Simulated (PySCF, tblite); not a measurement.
# C2H10OSSi2: geometry, infrared bands and NMR shifts

Aim: predict the infrared bands and NMR shifts of C2H10OSSi2 (`CO[SiH2]SC[SiH3]`).

Programs: tblite 0.8.0 and PySCF 2.14.0, with density-fitted response routines of our own. Each step states its level of theory. These are calculated values for one molecule in the gas phase, unless marked as measured. Atoms count from 0, in the outputs and in this text.

**1. Starting geometry**

16 atoms, charge 0, multiplicity 1; geometry from: force field or distance geometry start.

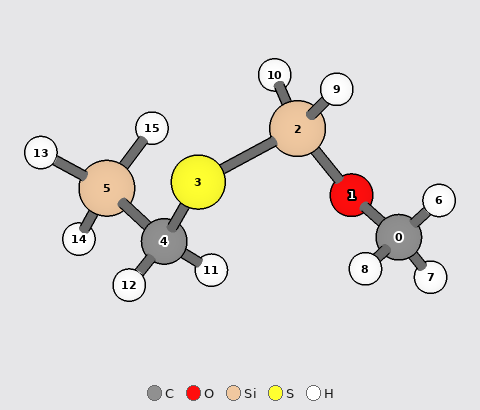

The starting geometry (carbon grey, oxygen red, silicon light orange, sulfur yellow, hydrogen white), atoms numbered.

**2. Geometry optimisation with GFN2-xTB**

What the job is given:

```
{"job": {"kind": "relax", "xc": "GFN2-xTB", "basis": "xTB"}, "charge": 0, "multiplicity": 1}
C      2.844400    -0.052600    -0.393700
O      1.629500     0.698200    -0.530900
Si     0.784100     1.050100     0.857800
S     -0.411700    -0.663100     1.332200
C     -1.267100    -1.111300    -0.195500
Si    -2.801300    -0.098500    -0.464000
H      3.572000     0.487400     0.216000
H      3.269000    -0.174400    -1.388100
H      2.653100    -1.049400     0.024000
H      1.697600     1.345500     1.976900
H     -0.129200     2.196800     0.595200
H     -0.584400    -1.029200    -1.050600
H     -1.548800    -2.164500    -0.117300
H     -3.757400    -0.260000     0.655200
H     -3.483100    -0.513700    -1.709100
H     -2.474200     1.347600    -0.588200
```

Command:

```
> OMP_NUM_THREADS=1 python probes_run.py task.json out
```

The driver reads the jobs from task.json and runs them one after another.

What it wrote:

```text
step      E/eV     max force
  0    -549.77095    1.659
  1    -549.85723    0.712
  2    -549.89664    0.338
  3    -549.90775    0.331
  4    -549.92295    0.320
  5    -549.93509    0.328
  6    -549.94951    0.360
  7    -549.96058    0.293
  8    -549.97079    0.257
  9    -549.98129    0.321
 10    -549.99176    0.324
 11    -549.99967    0.256
 12    -550.00520    0.189
 13    -550.00905    0.154
 14    -550.01199    0.167
 15    -550.01429    0.144
 16    -550.01629    0.119
 17    -550.01856    0.122
 18    -550.02106    0.143
 19    -550.02328    0.140
 20    -550.02515    0.106
 21    -550.02694    0.117
 22    -550.02868    0.126
 23    -550.03015    0.099
 24    -550.03128    0.097
 25    -550.03220    0.090
 26    -550.03300    0.082
 27    -550.03358    0.066
 28    -550.03396    0.052
 29    -550.03428    0.046
 30    -550.03464    0.056
 31    -550.03499    0.051
 32    -550.03522    0.040
 33    -550.03537    0.041
 34    -550.03551    0.037
 35    -550.03570    0.050
 36    -550.03595    0.055
 37    -550.03618    0.038
 38    -550.03635    0.026
 39    -550.03651    0.037
 40    -550.03673    0.057
 41    -550.03707    0.074
 42    -550.03757    0.074
 43    -550.03818    0.068
 44    -550.03886    0.070
 45    -550.03956    0.070
 46    -550.04019    0.070
 47    -550.04069    0.047
 48    -550.04108    0.047
 49    -550.04143    0.047
 50    -550.04179    0.055
 51    -550.04221    0.067
 52    -550.04272    0.068
 53    -550.04330    0.057
 54    -550.04395    0.064
 55    -550.04469    0.065
 56    -550.04546    0.050
 57    -550.04604    0.051
 58    -550.04634    0.106
 59    -550.04688    0.070
 60    -550.04751    0.057
 61    -550.04865    0.058
 62    -550.04887    0.046
 63    -550.04921    0.035
 64    -550.04945    0.041
 65    -550.04983    0.048
 66    -550.05003    0.030
 67    -550.05014    0.024
 68    -550.05023    0.021
 69    -550.05034    0.032
 70    -550.05044    0.030
 71    -550.05050    0.014
 72    -550.05052    0.014
 73    -550.05054    0.016
 74    -550.05058    0.025
 75    -550.05063    0.026
 76    -550.05067    0.016
 77    -550.05069    0.011
 78    -550.05071    0.014
 79    -550.05074    0.021
 80    -550.05078    0.025
 81    -550.05082    0.018
 82    -550.05086    0.016
 83    -550.05090    0.020
 84    -550.05096    0.029
 85    -550.05105    0.038
 86    -550.05114    0.031
 87    -550.05121    0.021
 88    -550.05128    0.025
 89    -550.05136    0.022
 90    -550.05144    0.025
 91    -550.05151    0.020
 92    -550.05157    0.019
 93    -550.05162    0.018
 94    -550.05167    0.017
 95    -550.05170    0.011
 96    -550.05172    0.011
 97    -550.05173    0.014
 98    -550.05176    0.016
 99    -550.05177    0.010
100    -550.05179    0.011
101    -550.05181    0.013
102    -550.05184    0.025
103    -550.05191    0.038
104    -550.05201    0.040
105    -550.05208    0.024
106    -550.05210    0.006
```

It took 0.77 s on 1 thread of Arm Neoverse V1, shared host; peak memory 0.18 GiB.

Relaxation path: (not every step is listed)

| step | energy from step 0 (eV) | largest force (eV/Å) |
| --- | --- | --- |
| 0 | 0.0000 | 1.6590 |
| 1 | -0.0863 | 0.7115 |
| 2 | -0.1257 | 0.3384 |
| 3 | -0.1368 | 0.3311 |
| 4 | -0.1520 | 0.3199 |
| 5 | -0.1641 | 0.3281 |
| 6 | -0.1786 | 0.3602 |
| 7 | -0.1896 | 0.2929 |
| 8 | -0.1998 | 0.2574 |
| 17 | -0.2476 | 0.1222 |
| 26 | -0.2621 | 0.0815 |
| 35 | -0.2648 | 0.0501 |
| 44 | -0.2679 | 0.0703 |
| 53 | -0.2724 | 0.0565 |
| 62 | -0.2779 | 0.0461 |
| 71 | -0.2796 | 0.0136 |
| 80 | -0.2798 | 0.0247 |
| 89 | -0.2804 | 0.0216 |
| 98 | -0.2808 | 0.0157 |
| 101 | -0.2809 | 0.0127 |
| 102 | -0.2809 | 0.0249 |
| 103 | -0.2810 | 0.0383 |
| 104 | -0.2811 | 0.0405 |
| 105 | -0.2811 | 0.0236 |
| 106 | -0.2812 | 0.0062 |

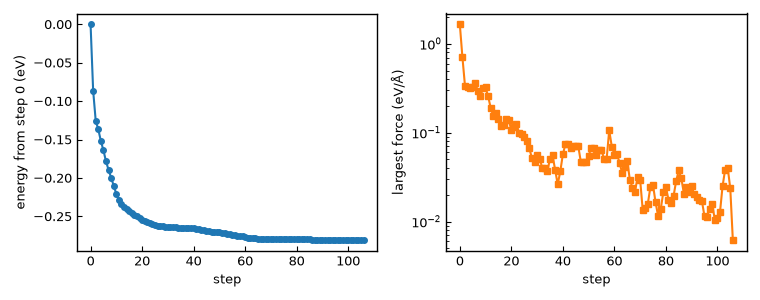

Energy and largest force along the relaxation.

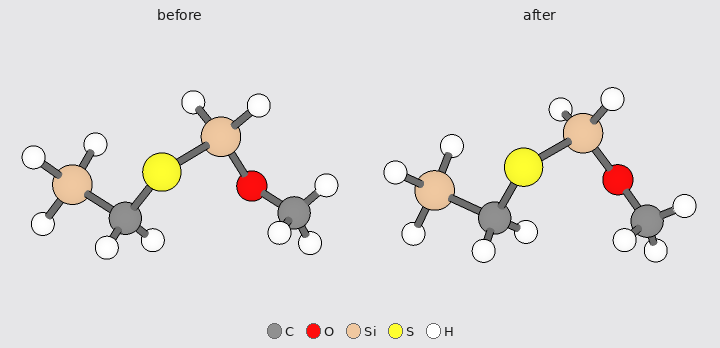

Before and after, at one scale.

Close pairs (by a distance rule), those that changed most:

| bond | before (Å) | after (Å) | change (Å) |
| --- | --- | --- | --- |
| C4–Si5 | 1.858 | 1.902 | +0.044 |
| O1–Si2 | 1.663 | 1.619 | -0.044 |
| Si2–H10 | 1.489 | 1.448 | -0.041 |
| C0–O1 | 1.435 | 1.399 | -0.035 |
| S3–C4 | 1.807 | 1.837 | +0.030 |
| Si5–H15 | 1.488 | 1.463 | -0.025 |
| Si2–H9 | 1.474 | 1.453 | -0.021 |
| Si5–H13 | 1.481 | 1.460 | -0.021 |

The next job starts from the end point, and lists it.

**3. Infrared spectrum with GFN2-xTB**

What the job is given:

```
{"job": {"kind": "ir", "xc": "GFN2-xTB", "basis": "xTB"}, "charge": 0, "multiplicity": 1}
C      2.650742    -0.178068    -0.473101
O      1.720398     0.853445    -0.303866
Si     0.774059     1.191746     0.965924
S     -0.432474    -0.507933     1.476857
C     -1.090300    -0.975330    -0.173565
Si    -2.771907    -0.144727    -0.489427
H      3.566955     0.043850     0.078089
H      2.880090    -0.252978    -1.536917
H      2.251236    -1.131783    -0.119503
H      1.483179     1.447583     2.208380
H      0.005868     2.271996     0.381987
H     -0.344305    -0.710092    -0.918900
H     -1.175853    -2.059918    -0.152458
H     -3.695795    -0.549609     0.565901
H     -3.235850    -0.596759    -1.803863
H     -2.593642     1.307521    -0.485517
```

What it wrote:

```text
mode    cm-1     km/mol
  1      33.7      0.50
  2      57.7      0.37
  3      78.0      4.80
  4     101.2      0.61
  5     111.6      0.61
  6     151.9      8.61
  7     179.2      4.06
  8     209.9      5.61
  9     294.7     15.04
 10     487.1     19.53
 11     503.5     53.00
 12     520.6     69.02
 13     530.3     81.40
 14     615.3     13.73
 15     676.6     20.23
 16     718.6    179.18
 17     732.3     27.19
 18     737.4    146.39
 19     768.3    295.04
 20     773.2     46.99
 21     783.9    464.49
 22     786.7      9.66
 23     792.0    333.52
 24    1075.2     12.87
 25    1130.5     22.34
 26    1134.2     71.18
 27    1156.9    119.02
 28    1174.2      1.38
 29    1417.1      2.56
 30    1437.6      2.07
 31    1478.6      2.50
 32    1485.9      2.67
 33    2251.4    345.75
 34    2271.1    226.73
 35    2303.0    218.39
 36    2341.0    244.94
 37    2388.3    209.49
 38    2954.4     27.63
 39    2968.2     33.32
 40    2991.6     27.42
 41    2995.7     12.30
 42    2999.8      6.89
```

Wall time 0.6 s (1 thread of Arm Neoverse V1, shared host); peak memory 0.18 GiB.

The strongest bands and the atoms that carry them (share of the mass-weighted mode):

| cm⁻¹ | km/mol | atoms |
| --- | --- | --- |
| 768 | 295.0 | H14 38 %, H13 32 % |
| 784 | 464.5 | H15 19 %, Si2 19 %, H13 18 % |
| 792 | 333.5 | H14 25 %, H15 24 %, Si2 11 % |
| 2251 | 345.8 | H14 97 % |
| 2271 | 226.7 | H15 96 % |
| 2303 | 218.4 | H13 97 % |
| 2341 | 244.9 | H9 96 % |
| 2388 | 209.5 | H10 96 % |

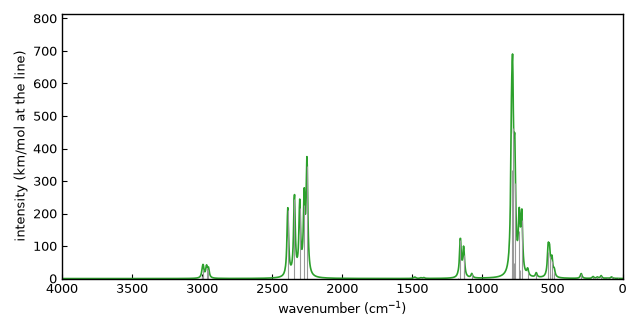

The infrared spectrum from these modes, unscaled. Lines are broadened to a width of 14 cm⁻¹ (Lorentzian).

**4. Shielding tensors: PBE0/pcSseg-1**

Settings changed since step 3:

```diff
@@ -1,2 +1,2 @@
-{"job": {"kind": "ir", "xc": "GFN2-xTB", "basis": "xTB"}, "charge": 0, "multiplicity": 1}
+{"job": {"kind": "nmr", "xc": "PBE0", "basis": "pcSseg-1"}, "charge": 0, "multiplicity": 1}
 C      2.650742    -0.178068    -0.473101
```

Level: GIAO PBE0/pcSseg-1 NMR shielding, non-relativistic, gas phase.

What it wrote:

```text
coarse grid: 14336 points
cycle   1  E = -1133.9186138398  dE =  3.820e-01  |g| = 6.508e-01  |ddm| = 3.515e+00
cycle   2  E = -1133.8038680169  dE =  1.147e-01  |g| = 1.024e+00  |ddm| = 1.401e+00
cycle   3  E = -1133.9964383809  dE = -1.926e-01  |g| = 8.889e-02  |ddm| = 9.513e-01
cycle   4  E = -1133.9979431897  dE = -1.505e-03  |g| = 3.573e-02  |ddm| = 1.401e-01
cycle   5  E = -1133.9982692707  dE = -3.261e-04  |g| = 6.850e-03  |ddm| = 5.378e-02
cycle   6  E = -1133.9982807942  dE = -1.152e-05  |g| = 2.106e-03  |ddm| = 1.082e-02
cycle   7  E = -1133.9982819659  dE = -1.172e-06  |g| = 6.187e-04  |ddm| = 2.818e-03
final grid: 122944 points
cycle   8  E = -1134.0452281444  dE = -2.435e-05  |g| = 8.990e-03  |ddm| = 2.220e-02
cycle   9  E = -1134.0452151231  dE =  1.302e-05  |g| = 1.219e-02  |ddm| = 1.371e-02
cycle  10  E = -1134.0452439105  dE = -2.879e-05  |g| = 1.145e-03  |ddm| = 8.371e-03
cycle  11  E = -1134.0452441901  dE = -2.797e-07  |g| = 1.753e-04  |ddm| = 1.196e-03
cycle  12  E = -1134.0452441968  dE = -6.642e-09  |g| = 6.909e-05  |ddm| = 2.705e-04
cycle  13  E = -1134.0452441980  dE = -1.217e-09  |g| = 2.487e-05  |ddm| = 9.377e-05
cycle  14  E = -1134.0452441981  dE = -1.346e-10  |g| = 3.967e-06  |ddm| = 2.188e-05
converged SCF energy = -1134.0452441981

GIAO shielding tensors (ppm)
atom      isotropic    diamagn.    paramagn.     s11        s22        s33       span
  0 C      135.620     243.265    -107.645    106.513    115.114    185.233     78.720
  1 O      328.452     398.487     -70.035    291.154    326.736    367.467     76.313
  2 Si     365.810     881.067    -515.257    313.187    360.770    423.474    110.286
  3 S      651.523    1060.339    -408.816    546.571    593.076    814.921    268.350
  4 C      182.452     256.266     -73.815    170.494    176.055    200.806     30.312
  5 Si     423.037     879.806    -456.769    395.245    411.280    462.586     67.341
  6 H       28.072      27.358       0.714     23.643     25.506     35.067     11.424
  7 H       27.879      28.531      -0.652     23.819     25.278     34.541     10.722
  8 H       27.796      30.586      -2.790     22.764     27.438     33.187     10.423
  9 H       26.573      29.563      -2.990     22.382     24.540     32.795     10.413
 10 H       26.513      31.098      -4.585     22.123     25.498     31.918      9.795
 11 H       29.793      34.944      -5.150     22.631     30.847     35.901     13.270
 12 H       29.960      32.018      -2.058     23.487     28.070     38.323     14.836
 13 H       27.867      29.018      -1.152     24.299     26.176     33.124      8.825
 14 H       27.568      28.744      -1.175     23.689     24.937     34.078     10.389
 15 H       27.833      29.418      -1.585     23.782     27.593     32.124      8.342
```

It took 25 s on 1 thread of Arm Neoverse V1, shared host; peak memory 0.8 GiB.

The references, computed at this level on geometries of the same kind, shield at (ppm): 1H TMS 31.72, 13C TMS 186.9, 29Si TMS 349.2, 17O H2O 336.1, 33S CS2 504. Their shielding less the atom's gives the shift. The references are single molecules in the gas phase, so shifts against H2O, NH3, PH3, H3PO4 or CFCl3 are not on the usual liquid scales and can be off by tens of ppm. Atoms listed in one row are averaged.

| atoms | environment | σ (ppm) | δ (ppm) | δ scaled to CDCl3 |
| --- | --- | --- | --- | --- |
| C0 | methyl carbon bonded to O | 135.6 | 51.3 | 48.2 |
| C4 | sp3 CH2 bonded to S and Si | 182.5 | 4.5 | -2.0 |
| H9, H10 | hydrogen on a silicon bonded to O, S | 26.54 | 5.17 | – |
| H13, H14, H15 | hydrogen on a silicon bonded to C | 27.76 | 3.96 | – |
| H6, H7, H8 | hydrogen on a methyl carbon bonded to O | 27.92 | 3.80 | 3.69 |
| H11, H12 | hydrogen on an sp3 CH2 bonded to S and Si | 29.88 | 1.84 | 1.84 |
| O1 | oxygen bonded to C, Si | 328.5 | 7.6 | – |
| Si2 | silicon bonded to O, S, 2 H | 365.8 | -16.7 | – |
| Si5 | silicon bonded to C, 3 H | 423.0 | -73.9 | – |
| S3 | sulfur bonded to C, Si | 652 | -148 | – |

The scaled column applies a straight-line fit of computed shieldings to shifts measured in CDCl3, with any fitted terms for Cl, Br or S neighbours (root-mean-square error 0.16 ppm for H, 1.9 ppm for C).

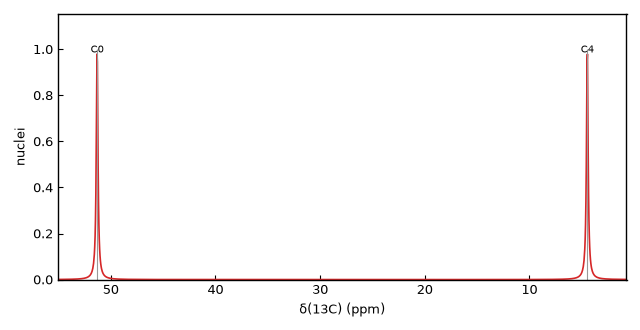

13C lines at the computed shifts, without couplings. Lines are broadened to a width of 0.19 ppm (Lorentzian).

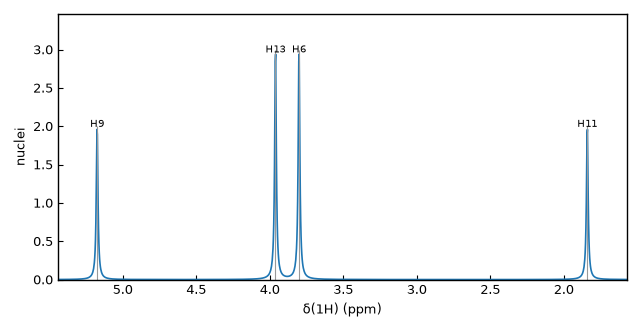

1H lines at the computed shifts, without couplings. Lines are broadened to a width of 0.01 ppm (Lorentzian).

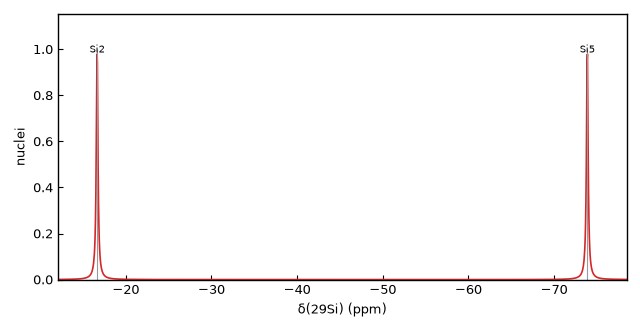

29Si lines at the computed shifts, without couplings. Lines are broadened to a width of 0.23 ppm (Lorentzian).

Charges from the same density, by scheme (e):

| atoms | Mulliken | IAO | Hirshfeld | ESP fit |
| --- | --- | --- | --- | --- |
| C0 | -0.01 | -0.20 | -0.03 | -0.13 |
| O1 | -0.63 | -0.64 | -0.22 | -0.34 |
| Si2 | 0.79 | 0.92 | 0.37 | 0.48 |
| S3 | -0.31 | -0.20 | -0.10 | -0.32 |
| C4 | -0.64 | -0.62 | -0.16 | -0.24 |
| Si5 | 0.54 | 0.61 | 0.31 | 0.34 |

ESP fit charges:

C0 -0.13; O1 -0.34; Si2 0.48; S3 -0.32; C4 -0.24; Si5 0.34; H6 0.11; H7 0.11; H8 0.07; H9 -0.04; H10 -0.08; H11 0.13; H12 0.16; H13 -0.07; H14 -0.10; H15 -0.07

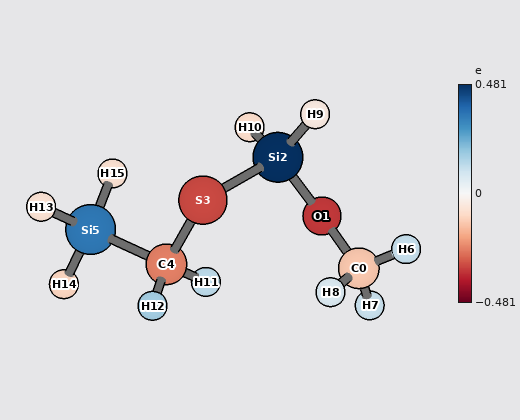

ESP fit charges, as colours on the atoms.

Mayer bond orders: C0–O1 0.88, O1–Si2 0.99, Si2–S3 0.97, S3–C4 0.97, C4–Si5 0.88.

**5. Outcome**

```
                                                              quantity                       value
                             strongest single infrared mode (GFN2-xTB)        784 cm⁻¹, 464 km/mol
                                          zero-point energy (GFN2-xTB)               69.5 kcal/mol
                                13C shifts against TMS (PBE0/pcSseg-1)               51.3, 4.5 ppm
1H shifts against TMS (PBE0/pcSseg-1, means over atoms taken as alike)  5.17, 3.96, 3.80, 1.84 ppm
                                17O shifts against H2O (PBE0/pcSseg-1)                     7.6 ppm
                               29Si shifts against TMS (PBE0/pcSseg-1)            -16.7, -73.9 ppm
                                33S shifts against CS2 (PBE0/pcSseg-1)                    -148 ppm
```

**Reading.** The optimisation took 106 steps and gained 0.281 eV; among the close pairs (by a distance rule), C4–Si5 changed most, from 1.858 to 1.902 Å. All 42 modes are real, so the xTB geometry is a minimum. GFN2-xTB is a fitted tight-binding method: band positions and strengths are rough. Its intensities can rank the bands wrongly. The most deshielded carbon is C0 (methyl carbon bonded to O), at 51.3 ppm: pulled downfield by the heteroatom. At PBE0/pcSseg-1: The largest span, 268 ppm, is at S3, where the paramagnetic term is -409 ppm.
